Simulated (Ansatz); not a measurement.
# BF2HS: the cost of one run

Computed with Ansatz 0.2.0, Gaussian basis. Level: PBE0-D4/def2-TZVP structures, single points in def2-TZVPP, no counterpoise correction.

Levels: SPW92, PBE-D4, BLYP-D4, r2SCAN-D4, B97M-V, PBE0-D4, B3LYP-D4, r2SCAN0-D4, BHLYP-D4, CAM-B3LYP-D4, wB97X-V, wB97M-V, B2PLYP, PBE-QIDH, RPA on PBE, Hartree-Fock, MP2, CCSD, CCSD(T).

Correlated methods freeze the cores. B3LYP uses VWN-RPA correlation. B2PLYP carries no dispersion term here.

94 further runs of the same task are left out: 94 set aside as unsound or not needed.

### Step 1. Where the work starts

The complex: 7 atoms, charge 0, spin multiplicity 1.

Atoms are counted from 1 here; the program's logs count them from 0.

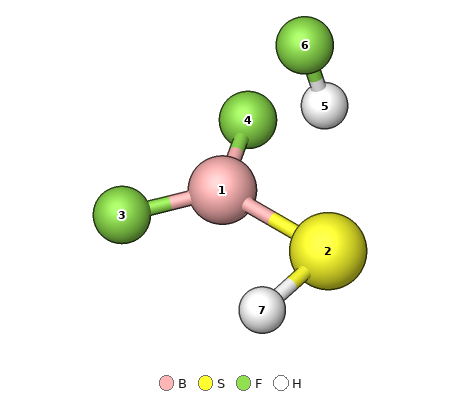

As it starts; boron pink, sulfur yellow, fluorine green, hydrogen white; atoms are numbered from 1 in the order of the file.

Coordinates:

```xyz
7

B    -0.57618    0.03057   -0.97411
S     0.75297    1.00997   -0.21829
F    -0.33657   -1.09385   -1.60876
F    -1.80830    0.47431   -0.89098
H     0.26250    0.00821    1.78555
F    -0.02227   -0.57510    2.45279
H     1.72785    0.14579   -0.54619
```

Its parts: BF₂HS holds atoms 1, 2, 3, 4, 7; HF holds atoms 5, 6. Each part counts its atoms afresh in its own runs.

### Step 2. Relaxing BF₂HS alone

File relax-a/in.yaml:

```yaml
crystal:
  periodic: [false, false, false]
  atoms:
    - {symbol: B, position_ang: [-0.576179, 0.030569, -0.974113]}
    - {symbol: S, position_ang: [0.752970, 1.009965, -0.218288]}
    - {symbol: F, position_ang: [-0.336569, -1.093852, -1.608761]}
    - {symbol: F, position_ang: [-1.808297, 0.474315, -0.890978]}
    - {symbol: H, position_ang: [1.727850, 0.145794, -0.546195]}
basis:
  gaussian: {orbitals: def2-TZVP}
hamiltonian: {xc: pbe0, dispersion: d4}
relax: {f_tol: 0.005, max_steps: 200}
```

Started as:

```sh
$ ansatz run in.yaml --threads 4 --pin off --events-out ev --progress --plain --max-ram 9574MiB
```

**Question.** How long does this run take on 4 threads of Arm Neoverse V2, shared host?

About 5.5 s.
